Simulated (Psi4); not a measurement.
**Frequency calculation, with input and output: C2 (part 3 of 4)**

The same run, continued: C2, SMILES [C]#[C]; B3LYP/aug-cc-pVDZ, RKS (Psi4 1.11). The geometry was optimised with B3LYP/aug-cc-pVDZ.

Geometry of the input (Å):
```
C  0.0000  0.0000  -0.0505
C  0.0000  0.0000  1.2112
```

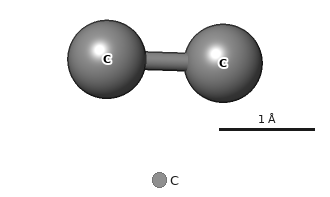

**Figure 1.** The structure (ball-and-stick view, seen at a tilt).

**What the program printed, continued**
```
	total time  =          0 seconds =       0.00 minutes

    Psi4 run time: 0:00:01.06

    -----------------------------------------------------------------------
                               Psi4 1.11 release

    h
    h
    h

    -----------------------------------------------------------------------

gradient() will perform analytic gradient computation.

  ==> Geometry <==

    Molecular point group: c1
    Full point group: D_inf_h

    Geometry (in Bohr), charge = 0, multiplicity = 1:

       Center              X                  Y                   Z               Mass
    ------------   -----------------  -----------------  -----------------  -----------------
         C            0.000000000000     0.000000000000    -1.193186472315    12.000000000000
         C            0.000000000000     0.000000000000     1.193186472315    12.000000000000

  Running in c1 symmetry.

  Rotational constants: A = ************  B =      1.76184  C =      1.76184 [cm^-1]
  Rotational constants: A = ************  B =  52818.62001  C =  52818.62001 [MHz]
  Nuclear repulsion =   15.085655442498631

  Charge       = 0
  Multiplicity = 1
  Electrons    = 12
  Nalpha       = 6
  Nbeta        = 6

   => Molecular Quadrature <=

    Radial Scheme          =       TREUTLER
    Pruning Scheme         =           NONE
    Nuclear Scheme         =       TREUTLER

    Blocking Scheme        =         OCTREE
    BS radius alpha        =              1
    Pruning alpha          =              1
    Radial Points          =             50
    Spherical Points       =            194
    Total Points           =          19360
    Total Blocks           =            200
    Max Points             =            251
    Max Functions          =             46
    Weights Tolerance      =       1.00E-15

  ==> DiskJK: Disk-Based J/K Matrices <==

    J tasked:                  Yes
    K tasked:                  Yes
    wK tasked:                  No
    Memory [MiB]:             1117
    Schwarz Cutoff:          1E-12

  Cached 100.0% of DFT collocation blocks in 0.026 [GiB].

  Minimum eigenvalue in the overlap matrix is 1.9529742532E-04.
  Reciprocal condition number of the overlap matrix is 4.5659305262E-05.
    Using symmetric orthogonalization.

  ==> Iterations <==

                        Total Energy        Delta E     RMS |[F,P]|

   @RKS iter SAD:   -75.33074994241362   -7.53307e+01   0.00000e+00
   @RKS iter   1:   -75.79525466618419   -4.64505e-01   8.15690e-03 ADIIS/DIIS
   @RKS iter   2:   -75.81812714582668   -2.28725e-02   7.26724e-03 ADIIS/DIIS
   @RKS iter   3:   -75.89178283024525   -7.36557e-02   1.78732e-04 ADIIS/DIIS
   @RKS iter   4:   -75.89183448790634   -5.16577e-05   2.13919e-05 DIIS
   @RKS iter   5:   -75.89183510144449   -6.13538e-07   1.33090e-06 DIIS
   @RKS iter   6:   -75.89183510431357   -2.86909e-09   8.61053e-08 DIIS
   @RKS iter   7:   -75.89183510432861   -1.50351e-11   5.04003e-09 DIIS
  Energy and wave function converged.

  ==> Post-Iterations <==

   Electrons on quadrature grid:
      Ntotal   =   12.0000001876 ; deviation = 1.876e-07

    Final Occupation by Irrep:
              A
    DOCC [     6 ]
    NA   [     6 ]
    NB   [     6 ]

  @RKS Final Energy:   -75.89183510432861

   => Energetics <=

    Nuclear Repulsion Energy =             15.0856554424986307
    One-Electron Energy =                -130.8357155829100975
    Two-Electron Energy =                  48.3906887031043027
    DFT Exchange-Correlation Energy =      -8.5324636670214531
    Empirical Dispersion Energy =           0.0000000000000000
    VV10 Nonlocal Energy =                  0.0000000000000000
    Total Energy =                        -75.8918351043286066

Computation Completed

Properties will be evaluated at   0.000000,   0.000000,   0.000000 [a0]

Properties computed using the SCF density matrix

 Multipole Moments:

 ------------------------------------------------------------------------------------
     Multipole            Electronic (a.u.)      Nuclear  (a.u.)        Total (a.u.)
 ------------------------------------------------------------------------------------

 L = 1.  Multiply by 2.5417464519 to convert [e a0] to [Debye]
 Dipole X            :          0.0000000            0.0000000            0.0000000
 Dipole Y            :         -0.0000000            0.0000000           -0.0000000
 Dipole Z            :         -0.0000000            0.0000000           -0.0000000
 Magnitude           :                                                    0.0000000

 ------------------------------------------------------------------------------------

	total time  =          1 seconds =       0.02 minutes

         ------------------------------------------------------------
                                   SCF GRAD
         ------------------------------------------------------------

  ==> Geometry <==

    Molecular point group: c1
    Full point group: D_inf_h

    Geometry (in Bohr), charge = 0, multiplicity = 1:

       Center              X                  Y                   Z               Mass
    ------------   -----------------  -----------------  -----------------  -----------------
         C            0.000000000000     0.000000000000    -1.193186472315    12.000000000000
         C            0.000000000000     0.000000000000     1.193186472315    12.000000000000

  Nuclear repulsion =   15.085655442498631

   => Molecular Quadrature <=

    Radial Scheme          =       TREUTLER
    Pruning Scheme         =           NONE
    Nuclear Scheme         =       TREUTLER

    Blocking Scheme        =         OCTREE
    BS radius alpha        =              1
    Pruning alpha          =              1
    Radial Points          =             50
    Spherical Points       =            194
    Total Points           =          19360
    Total Blocks           =            200
    Max Points             =            251
    Max Functions          =             46
    Weights Tolerance      =       1.00E-15

  -Total Gradient:
     Atom            X                  Y                   Z
    ------   -----------------  -----------------  -----------------
       1        0.000000000000     0.000000000000    -0.001609536405
       2        0.000000000000    -0.000000000000     0.001609536404

	total time  =          0 seconds =       0.00 minutes

    Psi4 run time: 0:00:01.10

    -----------------------------------------------------------------------
                               Psi4 1.11 release

    h
    h
    h

    -----------------------------------------------------------------------

gradient() will perform analytic gradient computation.

  ==> Geometry <==

    Molecular point group: c1
    Full point group: D_inf_h

    Geometry (in Bohr), charge = 0, multiplicity = 1:

       Center              X                  Y                   Z               Mass
    ------------   -----------------  -----------------  -----------------  -----------------
         C            0.000000000000     0.000000000000    -1.191145230863    12.000000000000
         C            0.000000000000     0.000000000000     1.191145230863    12.000000000000

  Running in c1 symmetry.

  Rotational constants: A = ************  B =      1.76788  C =      1.76788 [cm^-1]
  Rotational constants: A = ************  B =  52999.80352  C =  52999.80352 [MHz]
  Nuclear repulsion =   15.111507424630418

  Charge       = 0
  Multiplicity = 1
  Electrons    = 12
  Nalpha       = 6
  Nbeta        = 6

  ==> DiskJK: Disk-Based J/K Matrices <==

    J tasked:                  Yes
    K tasked:                  Yes
    wK tasked:                  No
    Memory [MiB]:             1117
    Schwarz Cutoff:          1E-12

  Cached 100.0% of DFT collocation blocks in 0.026 [GiB].

  Minimum eigenvalue in the overlap matrix is 1.9405430108E-04.
  Reciprocal condition number of the overlap matrix is 4.5360109768E-05.
    Using symmetric orthogonalization.

  ==> Iterations <==

                        Total Energy        Delta E     RMS |[F,P]|

   @RKS iter SAD:   -75.33232980008435   -7.53323e+01   0.00000e+00
   @RKS iter   1:   -75.79474897798347   -4.62419e-01   8.18218e-03 ADIIS/DIIS
   @RKS iter   2:   -75.81768509593172   -2.29361e-02   7.29154e-03 ADIIS/DIIS
   @RKS iter   3:   -75.89178185123016   -7.40968e-02   1.80658e-04 ADIIS/DIIS
   @RKS iter   4:   -75.89183457929383   -5.27281e-05   2.14214e-05 DIIS
   @RKS iter   5:   -75.89183519304810   -6.13754e-07   1.30888e-06 DIIS
   @RKS iter   6:   -75.89183519585147   -2.80338e-09   8.85574e-08 DIIS
   @RKS iter   7:   -75.89183519586696   -1.54898e-11   4.95685e-09 DIIS
  Energy and wave function converged.

  ==> Post-Iterations <==

   Electrons on quadrature grid:
      Ntotal   =   12.0000002674 ; deviation = 2.674e-07

    Orbital Energies [Eh]
    ---------------------

    Doubly Occupied:

       1A    -10.305700     2A    -10.304365     3A     -0.793999
       4A     -0.416976     5A     -0.330872     6A     -0.330872

    Virtual:

       7A     -0.267805     8A     -0.012919     9A     -0.012919
      10A      0.033959    11A      0.043566    12A      0.059213
      13A      0.059213    14A      0.089299    15A      0.113108
      16A      0.113108    17A      0.182201    18A      0.291284
      19A      0.291284    20A      0.362623    21A      0.365038
      22A      0.414469    23A      0.414469    24A      0.461969
      25A      0.461969    26A      0.495964    27A      0.495964
      28A      0.568487    29A      0.587958    30A      0.587958
      31A      0.632379    32A      0.768796    33A      0.831508
      34A      0.831508    35A      1.134060    36A      1.300027
      37A      1.300030    38A      1.312535    39A      1.312535
      40A      1.586006    41A      1.586010    42A      1.850721
      43A      1.873302    44A      1.873302    45A      1.971846
      46A      2.084034

    Final Occupation by Irrep:
              A
    DOCC [     6 ]
    NA   [     6 ]
    NB   [     6 ]

  @RKS Final Energy:   -75.89183519586696

   => Energetics <=

    Nuclear Repulsion Energy =             15.1115074246304175
    One-Electron Energy =                -130.8868424831882180
    Two-Electron Energy =                  48.4173779737989847
    DFT Exchange-Correlation Energy =      -8.5338781111081321
    Empirical Dispersion Energy =           0.0000000000000000
    VV10 Nonlocal Energy =                  0.0000000000000000
    Total Energy =                        -75.8918351958669604

Computation Completed

Properties will be evaluated at   0.000000,   0.000000,   0.000000 [a0]

Properties computed using the SCF density matrix

 Multipole Moments:

 ------------------------------------------------------------------------------------
     Multipole            Electronic (a.u.)      Nuclear  (a.u.)        Total (a.u.)
 ------------------------------------------------------------------------------------

 L = 1.  Multiply by 2.5417464519 to convert [e a0] to [Debye]
 Dipole X            :          0.0000000            0.0000000            0.0000000
 Dipole Y            :          0.0000000            0.0000000            0.0000000
 Dipole Z            :         -0.0000000            0.0000000           -0.0000000
 Magnitude           :                                                    0.0000000

 ------------------------------------------------------------------------------------

	total time  =          1 seconds =       0.02 minutes

         ------------------------------------------------------------
                                   SCF GRAD
         ------------------------------------------------------------

  ==> Geometry <==

    Molecular point group: c1
    Full point group: D_inf_h

    Geometry (in Bohr), charge = 0, multiplicity = 1:

       Center              X                  Y                   Z               Mass
    ------------   -----------------  -----------------  -----------------  -----------------
         C            0.000000000000     0.000000000000    -1.191145230863    12.000000000000
         C            0.000000000000     0.000000000000     1.191145230863    12.000000000000

  Nuclear repulsion =   15.111507424630418

   => Molecular Quadrature <=

    Radial Scheme          =       TREUTLER
    Pruning Scheme         =           NONE
    Nuclear Scheme         =       TREUTLER

    Blocking Scheme        =         OCTREE
    BS radius alpha        =              1
    Pruning alpha          =              1
    Radial Points          =             50
    Spherical Points       =            194
    Total Points           =          19360
    Total Blocks           =            200
    Max Points             =            251
    Max Functions          =             46
    Weights Tolerance      =       1.00E-15

  -Total Gradient:
     Atom            X                  Y                   Z
    ------   -----------------  -----------------  -----------------
       1        0.000000000000     0.000000000000     0.001623103078
       2       -0.000000000000     0.000000000000    -0.001623103078

	total time  =          0 seconds =       0.00 minutes

    Psi4 run time: 0:00:01.05

  //>>>>>>>>>>>>>>>>>>>>>>>>>>>>>>>>>>>//
  //      FiniteDifference Results     //
  //<<<<<<<<<<<<<<<<<<<<<<<<<<<<<<<<<<<//

  Computing second-derivative from gradients using projected,
  symmetry-adapted, cartesian coordinates.

  7 gradients passed in, including the reference geometry.
  Generating complete list of displacements from unique ones.

-------------------------------------------------------------

  ==> Harmonic Vibrational Analysis <==

  non-mass-weighted Hessian:       Symmetric? True   Hermitian? True   Lin Dep Dim?  3 (0)
  projection of translations (True) and rotations (True) removed 5 degrees of freedom (5)
  total projector:                 Symmetric? True   Hermitian? True   Lin Dep Dim?  5 (5)
  mass-weighted Hessian:           Symmetric? True   Hermitian? True   Lin Dep Dim?  3 (0)
  pre-proj  low-frequency mode:    0.0000i [cm^-1]
  pre-proj  low-frequency mode:    0.0000i [cm^-1]
  pre-proj  low-frequency mode:    0.0000  [cm^-1]
  pre-proj  low-frequency mode:    0.0000  [cm^-1]
  pre-proj  low-frequency mode:    0.0000  [cm^-1]
  pre-proj  all modes:['1.0417i' '1.0417i' '0.0000' '0.0000' '0.0000' '1867.4333']
  projected mass-weighted Hessian: Symmetric? True   Hermitian? True   Lin Dep Dim?  5 (5)
  post-proj low-frequency mode:    0.0000i [cm^-1] (TR)
  post-proj low-frequency mode:    0.0000i [cm^-1] (TR)
  post-proj low-frequency mode:    0.0000i [cm^-1] (TR)
  post-proj low-frequency mode:    0.0000  [cm^-1] (TR)
  post-proj low-frequency mode:    0.0000  [cm^-1] (TR)
  post-proj  all modes:['0.0000i' '0.0000i' '0.0000i' '0.0000' '0.0000' '1867.4333']

  Vibration                       6
  Freq [cm^-1]                1867.4333
  Irrep                           A
  Reduced mass [u]             12.0000
  Force const [mDyne/A]        24.6559
  Turning point v=0 [a0]        0.0733
  RMS dev v=0 [a0 u^1/2]        0.1795
  IR activ [km/mol]             0.0000
  Char temp [K]               2686.8208
  ----------------------------------------------------------------------------------
      1   C                0.00  0.00  0.71
      2   C               -0.00 -0.00 -0.71

  ==> Thermochemistry Components <==

  Entropy, S
    Electronic S                             0.000 [cal/(mol K)]        0.000 [J/(mol K)]       0.00000000 [mEh/K] (multiplicity = 1)
    Translational S                         35.464 [cal/(mol K)]      148.382 [J/(mol K)]       0.05651554 [mEh/K] (mol. weight = 24.0000 [u], P = 101325.00 [Pa])
    Rotational S                            10.080 [cal/(mol K)]       42.176 [J/(mol K)]       0.01606392 [mEh/K] (symmetry no. = 2)
    Vibrational S                            0.002 [cal/(mol K)]        0.010 [J/(mol K)]       0.00000387 [mEh/K]
  Total S                                   45.547 [cal/(mol K)]      190.567 [J/(mol K)]       0.07258332 [mEh/K]
  Correction S                               0.000 [cal/(mol K)]        0.000 [J/(mol K)]       0.00000000 [mEh/K]

  Constant volume heat capacity, Cv
    Electronic Cv                            0.000 [cal/(mol K)]        0.000 [J/(mol K)]       0.00000000 [mEh/K]
    Translational Cv                         2.981 [cal/(mol K)]       12.472 [J/(mol K)]       0.00475022 [mEh/K]
    Rotational Cv                            1.987 [cal/(mol K)]        8.314 [J/(mol K)]       0.00316681 [mEh/K]
    Vibrational Cv                           0.020 [cal/(mol K)]        0.082 [J/(mol K)]       0.00003138 [mEh/K]
  Total Cv                                   4.988 [cal/(mol K)]       20.869 [J/(mol K)]       0.00794840 [mEh/K]
  Correction Cv                              0.000 [cal/(mol K)]        0.000 [J/(mol K)]       0.00000000 [mEh/K]

  Constant pressure heat capacity, Cp
    Electronic Cp                            0.000 [cal/(mol K)]        0.000 [J/(mol K)]       0.00000000 [mEh/K]
    Translational Cp                         4.968 [cal/(mol K)]       20.786 [J/(mol K)]       0.00791703 [mEh/K]
    Rotational Cp                            1.987 [cal/(mol K)]        8.314 [J/(mol K)]       0.00316681 [mEh/K]
    Vibrational Cp                           0.020 [cal/(mol K)]        0.082 [J/(mol K)]       0.00003138 [mEh/K]
  Total Cp                                   6.975 [cal/(mol K)]       29.183 [J/(mol K)]       0.01111522 [mEh/K]
  Correction Cp                              0.000 [cal/(mol K)]        0.000 [J/(mol K)]       0.00000000 [mEh/K]

  ==> Thermochemistry Energy Analysis <==

  Raw electronic energy, E_e
  Total E_e, Electronic energy at well bottom                                           -75.89183680 [Eh]
```
